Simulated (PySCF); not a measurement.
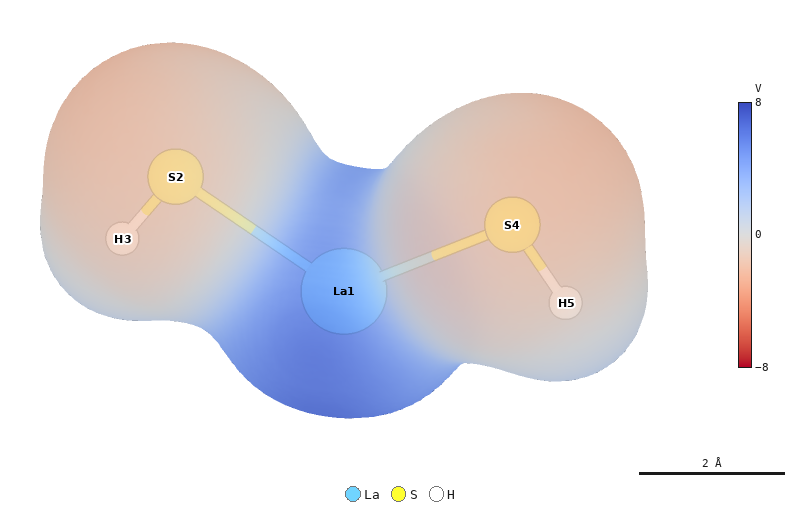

H₂LaS₂. The electrostatic potential painted on the density surface at 0.004 e/bohr³, seen at a tilt; the colour scale runs from red (negative) to blue (positive).

Core potentials replace the inner electrons of La.

The calculation used RKS PBE0, La lcecp-0-SVP with ECP47, S def2-SVP, H def2-SVP; non-relativistic Hamiltonian with scalar-relativistic core potentials where named; density fitting (PySCF).

```xyz
5

La    0.0000    0.0000   -0.5220
S     2.4332   -0.1409    0.9167
H     3.2057   -0.2014   -0.1952
S    -2.4332    0.1409    0.9167
H    -3.2057    0.2014   -0.1952
```

> Describe the electrostatic potential map.

The most negative region (about −2.0 V) lies over S2 and S4, the most positive (about +6.5 V) over La1.
